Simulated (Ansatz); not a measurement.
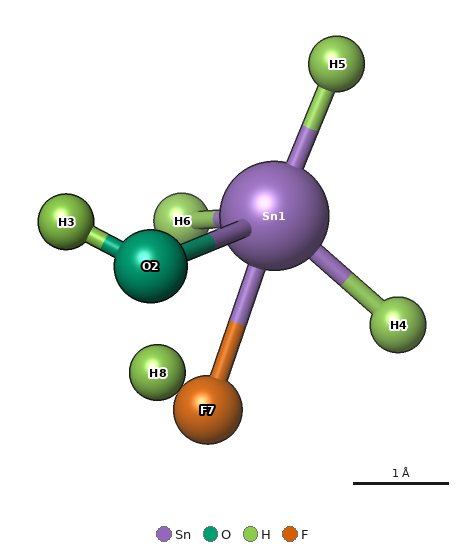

Fig. 1: The structure as given in the input (ball-and-stick view, seen at a tilt; atoms are numbered from 1 in the order of the input). Sticks mark near contacts.

# Geometry relaxation of SnH₅OF (part 1 of 2)

The run: geometry relaxation of SnH₅OF. Method and program: RKS PBE0-D4/def2-SVP (Ansatz 0.2.0).

The input holds or restrains some coordinates. It belongs to a series of runs on one base structure; here: pulled along the bonds that form and break, towards end A. Figures and captions count atoms from 1; the log counts them from 0 in places.

What the program printed
```
The last accepted step is kept in [file] (removed where the run ends without a failure and the disk answers)
Engine: ansatz 0.2.0, aarch64-unknown-linux-gnu
Functional definition: PBE0
  parameter a = 0.25
  parameter kappa = 0.804
  parameter beta = 0.06672455060314922
  exchange = (1 - a)*pbe_x(kappa = kappa, mu = beta*pi^2/3) + a*exact_x
  correlation = pbe_c(beta = beta)
924 factors; integrals over basis functions are off by at most 3.1e-4 eV
mean field evaluation 1: about -10661.6961 eV, gradient 5.0e1 eV
mean field evaluation 2: about -10652.0560 eV, gradient 8.6e1 eV
mean field evaluation 4: about -10666.0043 eV, gradient 4.9e0 eV
mean field evaluation 8: about -10666.0756 eV, gradient 1.3e-1 eV
mean field evaluation 16: about -10666.0756 eV, gradient 3.0e-5 eV
mean field -10666.07562634 eV, -391.9710495424 hartree, gradient 3.0e-5 eV, S^2 0.000000; 0 other end points of the search recorded, 0 dependent functions left out
the calculation of the forces begins
reference -10666.07565454 eV, -391.9710505786 hartree; 22, 22 occupied and 57, 57 virtual orbitals, 924 factors
relax step   1: F+E_penalty+E_count = -10666.17319027 eV  Δ(F+E_penalty+E_count) = +0.000e0 eV  max|allowed force component| = 3.884e0 eV/Å  E_restraint = 25.76988623 eV  max|allowed force component, restraints' pulls added| = 2.365e1 eV/Å  Δτ_max = 0.0000 Å  (25 SCF iters, accepted)
  distance Sn 0 - F 6 = 2.1700 Å
  distance H 7 - O 1 = 1.4310 Å
  distance Sn 0 - O 1 = 2.3100 Å
  distance H 7 - F 6 = 1.3428 Å
these checks for a lower state are left out or cut short: starts, cluster_reference, orbital_swaps, neighbouring_geometries, increment
924 factors; integrals over basis functions are off by at most 4.6e-4 eV
mean field -10666.47637198 eV, -391.9857766730 hartree, gradient 1.5e-5 eV, S^2 0.000000; 0 other end points of the search recorded, 0 dependent functions left out
[... from here on the field's lines of each further geometry are left out, up to the last ...]
relax step   2: F+E_penalty+E_count = -10666.57175998 eV  Δ(F+E_penalty+E_count) = -3.986e-1 eV  max|allowed force component| = 4.121e0 eV/Å  E_restraint = 11.14114180 eV  max|allowed force component, restraints' pulls added| = 1.746e1 eV/Å  Δτ_max = 0.1948 Å  (34 SCF iters, accepted)
relax step   3: F+E_penalty+E_count = -10667.02355964 eV  Δ(F+E_penalty+E_count) = -4.518e-1 eV  max|allowed force component| = 3.731e0 eV/Å  E_restraint = 3.29276919 eV  max|allowed force component, restraints' pulls added| = 7.602e0 eV/Å  Δτ_max = 0.1948 Å  (35 SCF iters, accepted)
relax step   4: F+E_penalty+E_count = -10667.38867617 eV  Δ(F+E_penalty+E_count) = -3.651e-1 eV  max|allowed force component| = 2.319e0 eV/Å  E_restraint = 0.42536431 eV  max|allowed force component, restraints' pulls added| = 4.524e0 eV/Å  Δτ_max = 0.1948 Å  (29 SCF iters, accepted)
relax step   5: F+E_penalty+E_count = -10667.78659292 eV  Δ(F+E_penalty+E_count) = -3.979e-1 eV  max|allowed force component| = 1.077e0 eV/Å  E_restraint = 0.00912104 eV  max|allowed force component, restraints' pulls added| = 6.933e-1 eV/Å  Δτ_max = 0.1942 Å  (27 SCF iters, accepted)
relax step   6: F+E_penalty+E_count = -10667.75324846 eV  Δ(F+E_penalty+E_count) = +3.334e-2 eV  max|allowed force component| = 1.413e0 eV/Å  E_restraint = 0.01505890 eV  max|allowed force component, restraints' pulls added| = 7.732e-1 eV/Å  Δτ_max = 0.2000 Å  (28 SCF iters, rejected (line search))
relax step   7: F+E_penalty+E_count = -10667.83662066 eV  Δ(F+E_penalty+E_count) = -5.003e-2 eV  max|allowed force component| = 9.121e-1 eV/Å  E_restraint = 0.01371833 eV  max|allowed force component, restraints' pulls added| = 6.451e-1 eV/Å  Δτ_max = 0.0966 Å  (27 SCF iters, accepted)
relax step   8: F+E_penalty+E_count = -10667.85425246 eV  Δ(F+E_penalty+E_count) = -1.763e-2 eV  max|allowed force component| = 6.221e-1 eV/Å  E_restraint = 0.01002477 eV  max|allowed force component, restraints' pulls added| = 3.495e-1 eV/Å  Δτ_max = 0.0674 Å  (28 SCF iters, accepted)
relax step   9: F+E_penalty+E_count = -10667.86246436 eV  Δ(F+E_penalty+E_count) = -8.212e-3 eV  max|allowed force component| = 6.327e-1 eV/Å  E_restraint = 0.00991239 eV  max|allowed force component, restraints' pulls added| = 1.719e-1 eV/Å  Δτ_max = 0.0765 Å  (29 SCF iters, accepted)
relax step  10: F+E_penalty+E_count = -10667.79773577 eV  Δ(F+E_penalty+E_count) = +6.473e-2 eV  max|allowed force component| = 1.826e0 eV/Å  E_restraint = 0.02609954 eV  max|allowed force component, restraints' pulls added| = 2.019e0 eV/Å  Δτ_max = 0.1951 Å  (29 SCF iters, rejected (line search))
relax step  11: F+E_penalty+E_count = -10667.86742808 eV  Δ(F+E_penalty+E_count) = -4.964e-3 eV  max|allowed force component| = 6.418e-1 eV/Å  E_restraint = 0.00983665 eV  max|allowed force component, restraints' pulls added| = 1.499e-2 eV/Å  Δτ_max = 0.0951 Å  (29 SCF iters, accepted)
relax step  12: F+E_penalty+E_count = -10667.86334333 eV  Δ(F+E_penalty+E_count) = +4.085e-3 eV  max|allowed force component| = 8.535e-1 eV/Å  E_restraint = 0.01068137 eV  max|allowed force component, restraints' pulls added| = 5.599e-1 eV/Å  Δτ_max = 0.0975 Å  (29 SCF iters, rejected (line search))
the calculation of the forces begins
reference -10667.77455080 eV, -392.0334838646 hartree; 22, 22 occupied and 57, 57 virtual orbitals, 924 factors
relax step  13: F+E_penalty+E_count = -10667.86798957 eV  Δ(F+E_penalty+E_count) = -5.615e-4 eV  max|allowed force component| = 6.713e-1 eV/Å  E_restraint = 0.00987390 eV  max|allowed force component, restraints' pulls added| = 1.382e-1 eV/Å  Δτ_max = 0.0474 Å  (29 SCF iters, accepted)
```

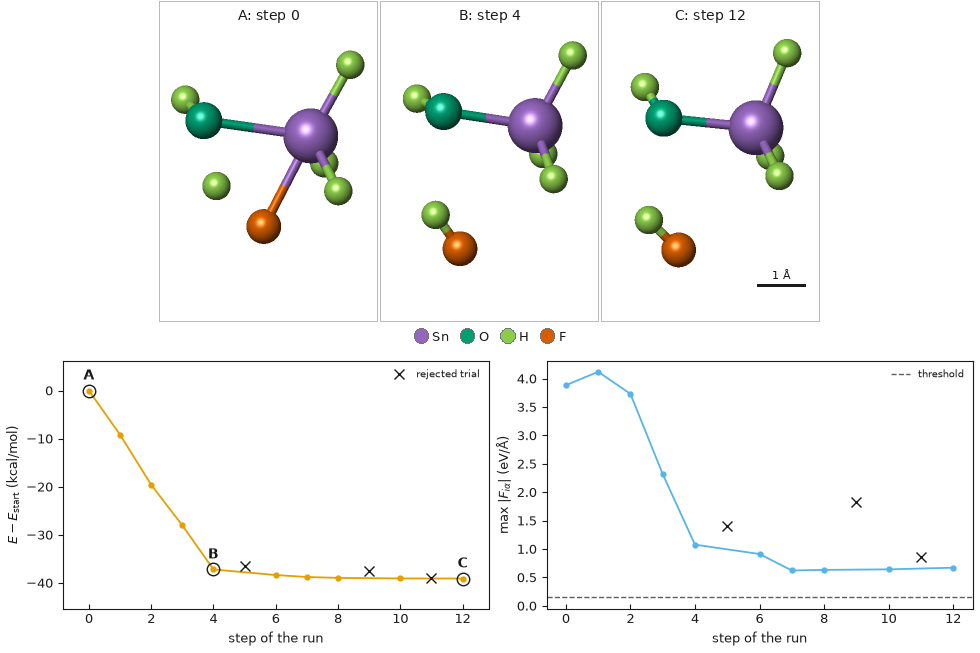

Fig. 2: Frames of the restrained relaxation (ball-and-stick view, seen at a tilt) above the curves, on which the letters mark them (the first geometry is step 0 here and step 1 in the log).

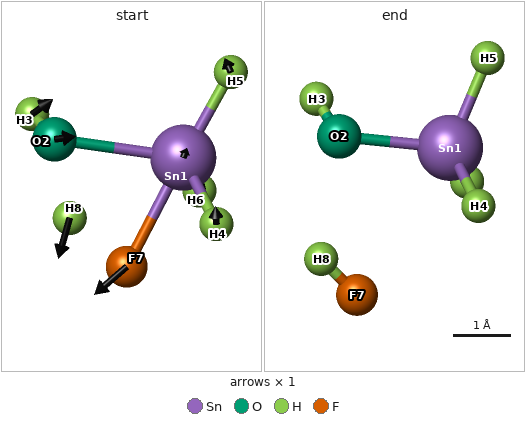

Fig. 3: Before (left) and after (right) the restrained relaxation, at one scale (ball-and-stick view, seen at a tilt). The black arrows give the displacements, at true length. Over 12 geometry steps the energy falls by 39.1 kcal/mol. The largest force component goes from 3.9 to 0.67 eV/Å. The line search rejected the trial steps at points 5, 9, 11 (counted from 0) and went back. F7 moves most after the best rigid fit: 0.76 Å. By element the largest moves are F 0.76 Å, H 0.75 Å, O 0.39 Å, Sn 0.19 Å. Distances before and after: Sn1–F7 2.170 → 3.072 Å, F7–H8 1.343 → 0.926 Å, Sn1–O2 2.310 → 1.981 Å, O2–H3 1.010 → 0.966 Å. New bonds form: F7–H8 (1.34 → 0.93 Å). Bonds break: Sn1–F7 (2.17 → 3.07 Å). Among the angles that change: H4–Sn1–H6 109.5° → 115.1°, O2–Sn1–H4 109.4° → 104.2°, Sn1–O2–H3 109.5° → 113.3°. (Atoms are counted from 1 in the order of the input.)

```
  distance Sn 0 - F 6 = 3.0717 Å
  distance H 7 - O 1 = 2.1960 Å
  distance Sn 0 - O 1 = 1.9806 Å
  distance H 7 - F 6 = 0.9258 Å
924 factors; integrals over basis functions are off by at most 8.6e-4 eV
mean field -10667.77452212 eV, -392.0334828106 hartree, gradient 8.6e-6 eV, S^2 0.000000; 1 other end points of the search recorded, 0 dependent functions left out
the calculation of the forces begins
reference -10667.77455080 eV, -392.0334838646 hartree; 22, 22 occupied and 57, 57 virtual orbitals, 924 factors
Total energy: -10667.86801825 eV, -392.0369187302 hartree
Atom 0 at    -0.136685     0.130841    -0.038618 Å, force    -0.054597     0.046808    -0.650729 eV/Å
Atom 1 at    -0.058770     0.070164     1.939540 Å, force     0.129752    -0.355691     0.671309 eV/Å
Atom 2 at    -0.929099     0.100656     2.357103 Å, force     0.138229    -0.002714    -0.056264 eV/Å
Atom 3 at     1.487402     0.301767    -0.514285 Å, force    -0.003978     0.004313     0.005164 eV/Å
Atom 4 at    -1.059946     1.532004    -0.426779 Å, force     0.004703    -0.008176     0.001438 eV/Å
Atom 5 at    -0.921790    -1.269525    -0.630698 Å, force     0.003256     0.006029    -0.000115 eV/Å
Atom 6 at     1.410981    -2.243001     1.146641 Å, force     0.060499    -0.091180    -0.087527 eV/Å
Atom 7 at     1.172505    -1.747505     1.891397 Å, force    -0.277865     0.400610     0.116724 eV/Å
Dipole moment:    -0.356767     0.173982     0.042328 e Å
```

Trajectory as extended XYZ (Å, eV, eV/Å), 13 frames, from step=1 to step=13
```
8
Properties=species:S:1:pos:R:3:forces:R:3 step=1 energy=-10666.17319
Sn    0.0000    0.0000    0.0000    0.2833  -0.2322  -0.9345
O     0.0000    0.0000    2.3100   -0.2186  -2.3396  -1.9546
H    -0.9095   -0.2814    2.6471    1.7479   0.3261  -0.6756
H     1.6408    0.0000   -0.5794   -0.3766   0.8815  -0.0637
H    -0.8195    1.4198   -0.5794   -0.1236   0.1249   0.6280
H    -0.8195   -1.4198   -0.5794   -0.4712   0.5782   0.0778
F     1.1326   -1.7199    0.6842   -0.4104   0.3285   3.8841
H     0.7397   -1.1233    1.8212   -0.4308   0.3325  -0.9615
8
Properties=species:S:1:pos:R:3:forces:R:3 step=2 energy=-10666.57176
Sn   -0.0798    0.1227    0.0215    1.5750  -2.7020   0.1839
O    -0.0660    0.0892    2.2427   -0.3342  -1.4715  -1.6274
H    -0.9021   -0.2796    2.6436    1.1096   0.5575  -0.8164
H     1.6299    0.0113   -0.5776   -1.1585   0.6881   0.4912
H    -0.8264    1.4305   -0.5752   -0.8973   1.4985  -0.1211
H    -0.8233   -1.4077   -0.5764   -0.0300   1.1298   0.4333
F     1.2094   -1.8396    0.8173   -1.3180   1.8013   4.1207
H     0.8231   -1.2514    1.7285    1.0534  -1.5017  -2.6641
8
Properties=species:S:1:pos:R:3:forces:R:3 step=3 energy=-10667.02356
Sn   -0.1392    0.2032    0.0491    2.0778  -3.7313   0.4226
O    -0.1361    0.1788    2.1756   -0.3229  -0.9364  -0.9915
H    -0.8950   -0.2703    2.6306    0.7947   0.6220  -0.9478
H     1.6062    0.0189   -0.5647   -1.4387   0.6563   0.7180
H    -0.8453    1.4626   -0.5830   -1.2448   2.1471  -0.5953
H    -0.8197   -1.3871   -0.5667    0.0625   1.3191   0.5520
F     1.2683   -1.9317    0.9302   -0.3478   0.3614   1.3267
H     0.9254   -1.3990    1.6533    0.4192  -0.4382  -0.4847
8
Properties=species:S:1:pos:R:3:forces:R:3 step=4 energy=-10667.38868
Sn   -0.1701    0.2214    0.0554    1.3833  -2.3192  -0.6492
O    -0.1850    0.2324    2.0801   -0.1280  -0.7593   0.2306
H    -0.8802   -0.2489    2.5858    0.5529   0.5355  -0.9011
H     1.5391    0.0491   -0.5266   -1.0469   0.5106   0.6324
H    -0.8867    1.5340   -0.5997   -0.6733   1.1232  -0.2108
H    -0.8211   -1.3292   -0.5412   -0.0959   0.8456   0.3926
F     1.3594   -2.0748    1.0260    0.4590  -0.8939  -0.6652
H     1.0093   -1.5086    1.6446   -0.4511   0.9574   1.1707
```
